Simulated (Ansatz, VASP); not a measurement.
**CsPbCl3 in two plane-wave programs**

One calculation is typed for both programs; each brings its own data sets and cutoff. How far apart do they land?

Main program and level: Ansatz 0.2.0; plane waves, with VASP 6.6.1 beside it; single point at PBE.

**1. The structure**

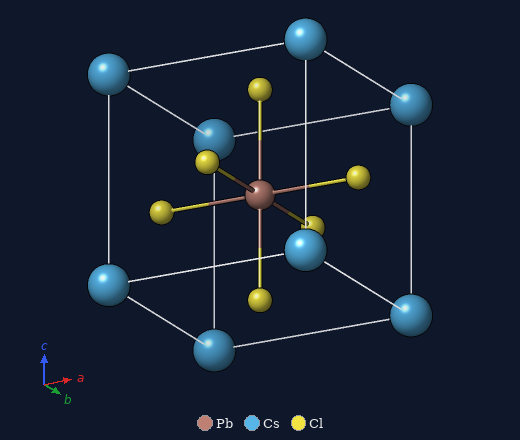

The starting structure, seen from a free direction (lead pink, caesium blue, chlorine yellow). Some periodic images of atoms are drawn too.

As a file:

```cif
data_structure
_symmetry_space_group_name_H-M 'Pm-3m'
_symmetry_Int_Tables_number 221
_cell_length_a 5.6050
_cell_length_b 5.6050
_cell_length_c 5.6050
_cell_angle_alpha 90.000
_cell_angle_beta 90.000
_cell_angle_gamma 90.000
_cell_volume 176.09
loop_
_atom_site_label
_atom_site_type_symbol
_atom_site_symmetry_multiplicity
_atom_site_Wyckoff_symbol
_atom_site_fract_x
_atom_site_fract_y
_atom_site_fract_z
_atom_site_occupancy
Pb1 Pb 1 b 0.50000 0.50000 0.50000 1
Cs1 Cs 1 a 0.00000 0.00000 0.00000 1
Cl1 Cl 3 c 0.50000 0.50000 0.00000 1
```

**2. VASP: single point, PBE**

A single point gives forces, pressure and levels at one fixed geometry, so differences don't come from the geometry; what else differs is listed under the comparison.

Lines of VASP's logs that name or quote its potential files are left out, and so is its time.

The input, INCAR:

```
SYSTEM = CsPbCl3
PREC = Accurate
ENCUT = 400
EDIFF = 1E-07
NELM = 100
ISMEAR = 0
SIGMA = 0.01
LREAL = .FALSE.
ALGO = Normal
GGA = PE
NBANDS = 28
LORBIT = 11
LWAVE = .FALSE.
LCHARG = .FALSE.
KPAR = 2
```

The input, POSCAR:

```
CsPbCl3
1.0
    5.6050000000      0.0000000000      0.0000000000
    0.0000000000      5.6050000000      0.0000000000
    0.0000000000      0.0000000000      5.6050000000
Pb Cs Cl
1 1 3
Direct
    0.5000000000      0.5000000000      0.5000000000
    0.0000000000      0.0000000000      0.0000000000
    0.5000000000      0.5000000000      0.0000000000
    0.0000000000      0.5000000000      0.5000000000
    0.5000000000      0.0000000000      0.5000000000
```

The input, KPOINTS:

```
Automatic mesh
0
Gamma
4 4 4
0 0 0
```

The projector-augmented-wave data sets are Pb_d, Cs_sv and Cl (PBE family, release 64).

Command:

```console
> mpirun -np 2 vasp_std
```

Numbers of over 12 decimals in the logs are rounded to 6 here.

What it wrote:

```text
[banner, memory and clock lines left out]
running    2 mpi-ranks, on    1 nodes
 distrk:  each k-point on    1 cores,    2 groups
 distr:  one band on    1 cores,    1 groups

 POSCAR found type information on POSCAR PbCsCl
 POSCAR found :  3 types and       5 ions
 LDA part: xc-table for (Slater+PW92), standard interpolation
 POSCAR, INCAR and KPOINTS ok, starting setup
 FFT: planning ... GRIDC
 FFT: planning ... GRID_SOFT
 FFT: planning ... GRID
 WAVECAR not read
 entering main loop
       N       E                     dE             d eps       ncg     rms          rms(c)
DAV:   1     0.380012980361E+03    0.38001E+03   -0.17134E+04   560   0.118E+03
DAV:   2     0.246655467780E+02   -0.35535E+03   -0.34414E+03   700   0.307E+02
DAV:   3    -0.166628167299E+02   -0.41328E+02   -0.40982E+02   668   0.114E+02
DAV:   4    -0.182970692348E+02   -0.16343E+01   -0.16310E+01   784   0.291E+01
DAV:   5    -0.183322596696E+02   -0.35190E-01   -0.35184E-01   732   0.347E+00    0.536E+00
DAV:   6    -0.175034535049E+02    0.82881E+00   -0.16335E+00   776   0.129E+01    0.350E+00
DAV:   7    -0.174641128435E+02    0.39341E-01   -0.62703E-01   828   0.467E+00    0.188E+00
DAV:   8    -0.174786041014E+02   -0.14491E-01   -0.77968E-02   800   0.236E+00    0.258E-01
DAV:   9    -0.174771630034E+02    0.14411E-02   -0.17337E-02   836   0.107E+00    0.128E-01
DAV:  10    -0.174776791887E+02   -0.51619E-03   -0.18351E-03   672   0.256E-01    0.508E-02
DAV:  11    -0.174777619047E+02   -0.82716E-04   -0.17525E-04   756   0.110E-01    0.138E-02
DAV:  12    -0.174777649273E+02   -0.30226E-05   -0.30691E-05   756   0.688E-02    0.582E-03
DAV:  13    -0.174777647707E+02    0.15657E-06   -0.30488E-06   792   0.149E-02    0.206E-03
DAV:  14    -0.174777649243E+02   -0.15359E-06   -0.56135E-07   620   0.628E-03    0.716E-04
DAV:  15    -0.174777649164E+02    0.78485E-08   -0.21618E-08   444   0.138E-03
   1 F= -.17477765E+02 E0= -.17477765E+02  d E =-.216583E-22
```

OUTCAR, selected parts (step 2):

```text
ion  position               nearest neighbor table
   1  0.500  0.500  0.500-   3 2.80   4 2.80   5 2.80   3 2.80   5 2.80   4 2.80
   2  0.000  0.000  0.000-
   3  0.500  0.500  0.000-   1 2.80   1 2.80
   4  0.000  0.500  0.500-   1 2.80   1 2.80
   5  0.500  0.000  0.500-   1 2.80   1 2.80

  LATTYP: Found a simple cubic cell.
 ALAT       =     5.6050000000

 Subroutine GETGRP returns: Found 48 space group operations
 (whereof 48 operations were pure point group operations)

The static configuration has the point symmetry O_h .

 Found     10 irreducible k-points:

   k-points           NKPTS =     10   k-points in BZ     NKDIM =     10   number of bands    NBANDS=     28

   dimension x,y,z NGX =    40 NGY =   40 NGZ =   40
   dimension x,y,z NGXF=    80 NGYF=   80 NGZF=   80

   ENCUT  =  400.0 eV  29.40 Ry    5.42 a.u.   9.14  9.14  9.14*2*pi/ulx,y,z

   NELECT =      44.0000    total number of electrons

 k-points in reciprocal lattice and weights: Automatic mesh
   0.00000000  0.00000000  0.00000000       0.016
   0.25000000  0.00000000  0.00000000       0.094
   0.50000000  0.00000000  0.00000000       0.047
   0.25000000  0.25000000  0.00000000       0.188
   0.50000000  0.25000000  0.00000000       0.188
   0.50000000  0.50000000  0.00000000       0.047
   0.25000000  0.25000000  0.25000000       0.125
   0.50000000  0.25000000  0.25000000       0.188
   0.50000000  0.50000000  0.25000000       0.094
   0.50000000  0.50000000  0.50000000       0.016

 average (electrostatic) potential at core
       1 -95.3258       2 -49.3282       3 -93.3947       4 -93.3947       5 -93.3947

 E-fermi :   1.8728

 k-point     1 :       0.0000    0.0000    0.0000
  band No.  band energies     occupation
    ...
     18      -0.8372      2.00000
     19      -0.8372      2.00000
     20      -0.7305      2.00000
     21      -0.7305      2.00000
     22      -0.7305      2.00000
     23       5.1473      0.00000
     24       6.0869      0.00000
     25       6.0869      0.00000
     26       7.0053      0.00000
     27       7.0053      0.00000
    ...

 k-point     2 :       0.2500    0.0000    0.0000
  band No.  band energies     occupation
    ...
     18      -0.8867      2.00000
     19      -0.8867      2.00000
     20      -0.7855      2.00000
     21      -0.7855      2.00000
     22      -0.6321      2.00000
     23       5.6516      0.00000
     24       6.4380      0.00000
     25       6.4924      0.00000
     26       6.6441      0.00000
     27       7.1363      0.00000
    ...

 k-point     3 :       0.5000    0.0000    0.0000
  band No.  band energies     occupation
    ...
     18      -0.9357      2.00000
     19      -0.9357      2.00000
     20      -0.8415      2.00000
     21      -0.8415      2.00000
     22       0.1158      2.00000
     23       4.8352      0.00000
     24       6.4890      0.00000
     25       6.9956      0.00000
     26       7.1401      0.00000
     27       7.1402      0.00000
    ...

  Total        1.9768271      1.9768271      1.9768271     -0.0000000      0.0000000     -0.0000000
  in kB       17.9867385     17.9867385     17.9867385     -0.0000000      0.0000000     -0.0000000
  external PRESSURE =      17.9867385 kB  Pullay stress =       0.0000000 kB

  energy-cutoff  :      400.00
  volume of cell :      176.09
      direct lattice vectors                 reciprocal lattice vectors
     5.605000000  0.000000000  0.000000000     0.178412132  0.000000000  0.000000000
     0.000000000  5.605000000  0.000000000     0.000000000  0.178412132  0.000000000
     0.000000000  0.000000000  5.605000000     0.000000000  0.000000000  0.178412132

 POSITION                                       TOTAL-FORCE (eV/Angst)
 -----------------------------------------------------------------------------------
      2.80250      2.80250      2.80250         0.000000      0.000000      0.000000
      0.00000      0.00000      0.00000         0.000000      0.000000      0.000000
      2.80250      2.80250      0.00000         0.000000      0.000000      0.000000
      0.00000      2.80250      2.80250         0.000000      0.000000      0.000000
      2.80250      0.00000      2.80250         0.000000      0.000000      0.000000
 -----------------------------------------------------------------------------------
    total drift:                                0.000000      0.000000     -0.000000

  FREE ENERGIE OF THE ION-ELECTRON SYSTEM (eV)
  ---------------------------------------------------
  free  energy   TOTEN  =       -17.4777649164 eV

  energy  without entropy=      -17.4777649164  energy(sigma->0) =      -17.47776492

 total charge
# of ion       s       p       d       tot
------------------------------------------
    1        1.523   0.437   9.862  11.822
    2        1.839   4.714   0.011   6.564
    3        1.600   3.532   0.000   5.132
    4        1.600   3.532   0.000   5.132
    5        1.600   3.532   0.000   5.132
--------------------------------------------------
tot          8.161  15.746   9.873  33.781

[... 3 further parts left out ...]
```

The run ends at a pressure of 1.80 GPa.

**3. Ansatz: single point, PBE**

Ansatz runs on its default PAW (the set named soft_2) files.

The same cell, functional, mesh and smearing now go to Ansatz, which takes its cutoff from its data sets.

The input, input.yaml:

```yaml
crystal:
  lattice:
    - [5.605, 0.0, 0.0]
    - [0.0, 5.605, 0.0]
    - [0.0, 0.0, 5.605]
  atoms:
    - { symbol: Pb, position: [0.5, 0.5, 0.5] }
    - { symbol: Cs, position: [0.0, 0.0, 0.0] }
    - { symbol: Cl, position: [0.5, 0.5, 0.0] }
    - { symbol: Cl, position: [0.0, 0.5, 0.5] }
    - { symbol: Cl, position: [0.5, 0.0, 0.5] }
hamiltonian:
  xc: pbe
  pseudopotentials: { kind: paw }
kpoints:
  mp_grid: { grid: [4, 4, 4] }
scf:
  occupations: { method: gaussian, width: 0.01 }
  n_extra_bands: 5
output:
  forces: true
  stress: true
  eigenvalues: true
  write_density: true
  write_potential: true
  elf: true
  volumetric_format: npy
```

Command:

```console
> ansatz run input.yaml --threads 2 --pin off --max-ram 4608MiB --backend cpu --events-out ev --progress --plain --runs-dir out
```

What it wrote:

```text
scf.n_extra_bands = 5 over 22 filled bands (N_el = 44.0): the run solves 27 bands
Engine: ansatz 0.2.0, aarch64-unknown-linux-gnu
Pseudopotentials: kind: paw
Pseudopotential: Pb, paw, valence charge 14, recommended cutoff 420 eV (normal), Pb.paw.azcp
Pseudopotential: Cs, paw, valence charge 9, recommended cutoff 420 eV (normal), Cs.paw.azcp
Pseudopotential: Cl, paw, valence charge 7, recommended cutoff 420 eV (normal), Cl.paw.azcp
Functional definition: PBE
  parameter kappa = 0.804
  parameter beta = 0.066725
  exchange = pbe_x(kappa = kappa, mu = beta*pi^2/3)
  correlation = pbe_c(beta = beta)
Crystal: 5 atoms, lattice volume = 176.087 Å³
Basis set: ecut = 420 eV, 3407 PW (Γ), exchange–correlation on 80×80×80 points (8 copies of the dense FFT grid, shifted against one another)
Bands: 27, of which v1, the nominal top of the filled ones, is band 22 counted from 1 (21 counted from 0)
Symmetry: 48 space group operations
Space group: Pm-3m (ITA 221), of the structure as read, at distance tolerance 5.6e-5 Å
k-points: 10 of 64
Non-local potential: Pb, projectors of the file, l = 0: 2, l = 1: 2, l = 2: 2, l = 3: 2
Non-local potential: Cs, projectors of the file, l = 0: 3, l = 1: 2, l = 2: 2, l = 3: 2
Non-local potential: Cl, projectors of the file, l = 0: 2, l = 1: 2, l = 2: 2
PAW form: soft (Blöchl's): semilocal exchange-correlation on the pseudo side does not see the compensation charge
PAW one-centre angular grid: Pb, 590 points (default); XC on 64 Gauss nodes
PAW one-centre angular grid: Cs, 194 points (default); XC on 64 Gauss nodes
PAW one-centre angular grid: Cl, 110 points (default); XC on 64 Gauss nodes
Initial density: superposition of atomic densities (neutral atoms: chi_scale 0, normalization atom), corrected by the library's trained network
Initial wavefunctions: pseudopotential atomic-orbital guess
Functional: x = pbe(κ = 0.804, μ = 0.219515), c = pbe(β = 0.066725)
SCF iter   1: F=—  HF=-20823.255400 eV  |F-HF|=—  |Δ(HF+E_count)|=         —  Δρ=5.17e-4  dr2=6.18e-4  ethr=1.77e-3  ⟨swp⟩=8.8  Hψ=1424  notcnv=0
preconditioner: auto → Resta (q_TF=auto, 2.165 Å⁻¹)  ε∞=2.9  [insulator: Δε(μ)=1.936 eV  Ē_g=13.252 eV  σ=0.010 eV  W_gap=1.00  n_scr=26 (ndim 8)  ℏωp=18.1 eV  f_vac=0.062  D(μ)=0.00/eV (n_scr^D=0)  ε∞_Penn≈2.9]
SCF iter   2: F=—  HF=-20823.254539 eV  |F-HF|=—  |Δ(HF+E_count)|=   8.61e-4  Δρ=2.52e-4  dr2=1.17e-4  ethr=1.41e-6  ⟨swp⟩=2.9  Hψ=759  notcnv=0  defer=10
SCF iter   3: F=—  HF=-20823.254571 eV  |F-HF|=—  |Δ(HF+E_count)|=   3.23e-5  Δρ=9.21e-5  dr2=1.06e-5  ethr=2.66e-7  ⟨swp⟩=2.0  Hψ=491  notcnv=0  defer=10
SCF iter   4: F=—  HF=-20823.254565 eV  |F-HF|=—  |Δ(HF+E_count)|=   6.07e-6  Δρ=2.96e-5  dr2=1.25e-6  ethr=2.42e-8  ⟨swp⟩=2.4  Hψ=437  notcnv=0  defer=10
iter 5 did not close the SCF: its close was put off for the readings that it lacked (scf_convergence_deferred on its scf_iter line)
SCF iter   5: F=-20823.254568 eV  HF=-20823.254568 eV  |F-HF|=5.53e-8  |Δ(HF+E_count)|=   2.87e-6  Δρ=4.86e-6  dr2=3.73e-8  ethr=2.84e-9  ⟨swp⟩=2.0  Hψ=452  notcnv=0  defer=10
SCF iter   6: F=-20823.254568 eV  HF=-20823.254568 eV  |F-HF|=7.02e-10  |Δ(HF+E_count)|=   6.98e-8  Δρ=6.79e-7  dr2=1.34e-9  ethr=8.48e-11  ⟨swp⟩=11.0  Hψ=1997  notcnv=0
SCF 1 converged in 6 iterations: F = -20823.254568 eV  dr2 = 1.34e-9
  greatest PAW one-centre occupation: 0.983 electrons in one spin orbital (limit 2), on the Pb atom at site 0 (counted from 0), in its partial waves of l = 2
SCF converged after 6 iterations
Free energy (F): -20823.254568 eV
Harris-Foulkes:  -20823.254568 eV  (|F-HF|=7.02e-10)
Internal energy: -20823.254568 eV  (E = F + TS)
E sigma→0 (E₀):  -20823.254568 eV
Fermi energy:    5.085268 eV
--- Per-component energies (eV) ---
  E_band       = -234.021246
  E_kinetic    = 913.644411
  E_local      = -2668.271423  (includes V_loc(G=0)·N_el)
  E_nonlocal   = 465.775451
  E_hartree    = 1011.036811
  E_xc         = -718.582021
  E_vxc        = -627.253550  (∫ρ·V_xc dr)
  E_paw        = -17446.658811  (= ΣΔE_a)
  E_vpaw       = -339.989127  (= ΣTr[D̂ρ^β])
  E_aug_tail   = 0.000317  (compensation charges beyond the density's cutoff)
  E_ewald      = -2380.199303
  E_smearing   = -0.000000  (= −TS)
  E_closure    = -0.000000  (closes the sum)
  Σ components = -20823.254568   (vs F -20823.254568, Δ=0.00e0)
--- Forces (eV/Å), atoms counted from 1 ---
  atom   1  Pb     0.00000000    -0.00000000    -0.00000000
  atom   2  Cs    -0.00000000     0.00000000     0.00000000
  atom   3  Cl    -0.00000000    -0.00000000    -0.00000000
  atom   4  Cl     0.00000000     0.00000000     0.00000000
  atom   5  Cl     0.00000000    -0.00000000     0.00000000
  max |Σ_I F_I| component: 1.57e-28 eV/Å
--- Stress (GPa, compression-positive) ---
        1.856804       0.000000       0.000000
        0.000000       1.856804       0.000000
        0.000000       0.000000       1.856804
  P = ⅓ Tr σ = 1.8568 GPa (18.568 kbar)
--- Band table (eV; the first three rows and the last of 10) ---
  k-point 0: bands = [... 18 lower, 1.4707, 1.5782, 1.5782, 1.5782, 7.4573, 8.3925, 8.3925, 9.3016, ... 1 higher]
  k-point 1: bands = [... 18 lower, 1.4216, 1.5233, 1.5233, 1.6771, 7.9621, 8.7425, 8.7969, 8.9438, ... 1 higher]
  k-point 2: bands = [... 18 lower, 1.3729, 1.4678, 1.4678, 2.4264, 7.1388, 8.7951, 9.3023, 9.4428, ... 1 higher]
  k-point 9: bands = [... 18 lower, 1.8981, 1.8981, 1.8981, 4.1221, 6.0485, 6.0485, 6.0485, 9.2141, ... 1 higher]
```

It took 2.3 s on 2 threads of Arm Neoverse V1, shared host; peak memory 0.44 GiB.

In the SCF lines HF is the Harris–Foulkes energy and dr2 the Hartree energy of the density residual, in eV; the loop may stop once dr2 is under the threshold and the program's other checks hold. Hψ counts applications of the Hamiltonian.

The run ends at a pressure of 1.86 GPa.

**4. Differences**

Known differences besides the PAW data sets themselves: the cutoff is 420 eV in Ansatz and 400 eV in VASP; VASP leaves aspherical gradient terms in its spheres out (LASPH is not set), Ansatz keeps them. Total energies have different zeros and are not compared.

The two programs side by side:

```
              quantity  Ansatz   VASP  difference
        pressure (GPa)    1.86   1.80       +0.06
gap on the k mesh (eV)   1.926  1.937      -0.010
```

**5. What came out**

```
difference in gap on the k mesh (single point, PBE) : -0.010 eV
```

**Reading.** The difference in gap on the k mesh is -0.010 eV (single point, PBE), within the 0.08 eV picked in this series as the mark of a large difference. 1 further run on this material is not shown. Differences of this kind measure data sets and numerical settings, not the functional's error against experiment.

[Lines on the potential files, build, host, timing and source positions are cut from VASP's logs without a mark.]

[Logs are printed without paths, hosts, clocks, repeated set-up lines and the standing remarks that a program may print on its own settings, such as how far it seeks lower states.]

[Hosts, paths, dates, database ids (printed as entryN), source tags and the programs' standing remarks are cut or masked in the printed files.]
